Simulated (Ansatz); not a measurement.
**ZrO2: pressure series**

Take ZrO₂ (space group P4_2/nmc, No. 137; a = 3.621 Å, c = 5.284 Å) as the base.

Cell and atoms are relaxed at each pressure.

Method: Ansatz (a quantum-chemistry and plane-wave program), PBE, PAW, cutoff 420 eV, no SOC, earlier PAW set.

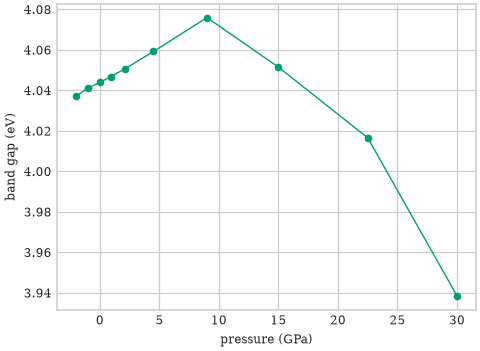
Figure. Band gap against pressure

Task: From the plot, what is the band gap for pressure 2.1 GPa?

Result: About 4.05 eV.

Task: Is the trend monotonic over the range shown?

Result: No, it turns within the range, spanning 3.94 eV to 4.08 eV.

Load acts through the strain it causes; cell and atoms are relaxed under it. Stability against distortions was not tested. No other phases were tried under pressure. This is not the structure that ZrO2 has at room temperature and ambient pressure.
